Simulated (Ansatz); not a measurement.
**Two runs on C4H3O2**

System: C4H3O2, charge +1.
Method of the first run: RKS PBE-D4/def2-TZVPP (Ansatz 0.2.0).

The geometry comes from this level: PBE0-D4/def2-TZVPP. Text and figures count atoms from 1; the logs count them from 0 in places.

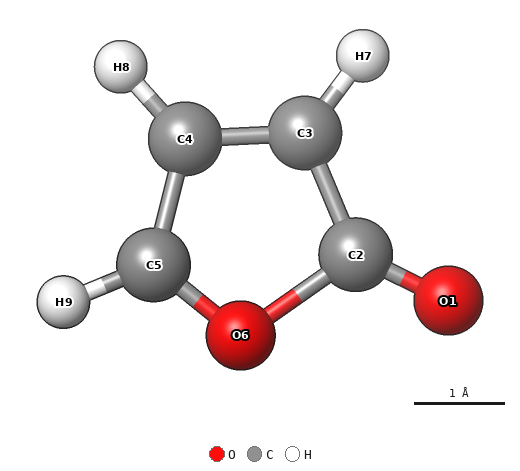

**Figure 1.** The structure as given in the input (ball-and-stick view, seen on its broad side; atoms are numbered from 1 in the order of the input). Bond lengths as drawn: C–C 1.33 to 1.47 Å, C–H 1.08 to 1.09 Å and C–O 1.15 to 1.57 Å.

### Input, the first run
```yaml
crystal:
  periodic: [false, false, false]
  atoms:
    - { symbol: O, position_ang: [1.91314366, -0.3579714, 0.03449801] }
    - { symbol: C, position_ang: [0.81221654, -0.01869244, 0.00935961] }
    - { symbol: C, position_ang: [0.03727231, 1.23465049, -0.04770071] }
    - { symbol: C, position_ang: [-1.26755343, 0.95384364, -0.05094977] }
    - { symbol: C, position_ang: [-1.39328214, -0.49712248, 0.00411845] }
    - { symbol: O, position_ang: [-0.30950276, -1.11939306, 0.04007908] }
    - { symbol: H, position_ang: [0.53695651, 2.19315143, -0.07950705] }
    - { symbol: H, position_ang: [-2.10520898, 1.63451315, -0.0864624] }
    - { symbol: H, position_ang: [-2.31869169, -1.07114932, 0.01652478] }
total_charge: 1
basis:
  gaussian: { orbitals: def2-TZVPP }
hamiltonian:
  xc: pbe
  dispersion: d4
```

Command:
```bash
ansatz run input.yaml --threads 4 --pin off --max-ram 10240MiB --backend cpu --events-out ev --progress --plain --runs-dir out
```

Hardware: 4 threads of Intel Xeon @ 2.50GHz (Skylake/Cascade Lake), 32 GiB of memory available, shared host.

### Output (the first run)
```
Engine: ansatz 0.2.0, x86_64-unknown-linux-gnu
Functional definition: PBE
  parameter kappa = 0.804
  parameter beta = 0.06672455060314922
  exchange = pbe_x(kappa = kappa, mu = beta*pi^2/3)
  correlation = pbe_c(beta = beta)
1199 factors; their error is unknown
mean field evaluation 1: about -8262.2230 eV, gradient 8.4e1 eV
mean field evaluation 2: about -8242.5317 eV, gradient 1.3e2 eV
mean field evaluation 4: about -8275.1863 eV, gradient 1.0e1 eV
mean field evaluation 8: about -8275.4106 eV, gradient 1.3e-1 eV
mean field evaluation 16: about -8275.3818 eV, gradient 2.6e-3 eV
mean field -8275.38176155 eV, -304.1146704817 hartree, gradient 1.8e-5 eV, S^2 0.000000; 0 other end points of the search recorded, 0 dependent functions left out
reference -8275.38179569 eV, -304.1146717364 hartree; 21, 21 occupied and 207, 207 virtual orbitals, 1199 factors
Total energy: -8275.55110566 eV, -304.1208937631 hartree
```

The input of the second run differs as follows (lines with − go, lines with + come):
```diff
-  xc: pbe
+  xc: { name: B3LYP }
```

Predict how the results change.

The total energies belong to different methods, so their difference says nothing on which is more stable or more accurate. The functional changes from PBE to B3LYP.

### Output (the second run)
```
Engine: ansatz 0.2.0, x86_64-unknown-linux-gnu
Functional definition: B3LYP
  parameter a0 = 0.2
  parameter ax = 0.72
  parameter ac = 0.81
  exchange = (1 - a0 - ax)*slater_x + ax*b88_x + a0*exact_x
  correlation = (1 - ac)*vwn_rpa_c + ac*lyp_c
1199 factors; their error is unknown
mean field evaluation 1: about -8273.7311 eV, gradient 7.8e1 eV
mean field evaluation 2: about -8263.3080 eV, gradient 1.1e2 eV
mean field evaluation 4: about -8284.6207 eV, gradient 5.5e0 eV
mean field evaluation 8: about -8284.6834 eV, gradient 5.2e-2 eV
mean field evaluation 16: about -8284.6851 eV, gradient 1.5e-4 eV
mean field -8284.68509449 eV, -304.4565616614 hartree, gradient 6.0e-5 eV, S^2 0.000000; 0 other end points of the search recorded, 0 dependent functions left out
reference -8284.68532471 eV, -304.4565701218 hartree; 21, 21 occupied and 207, 207 virtual orbitals, 1199 factors
Total energy: -8284.95832514 eV, -304.4666027023 hartree
```

### The two runs side by side

| quantity | the first run | the second run |
| --- | --- | --- |
| outcome | converged | converged |
| total energy (hartree) | −304.120894 | −304.466603 |
| basis functions | 228 | 228 |
| wall time (shared host) | 1.7 s | 2.2 s |
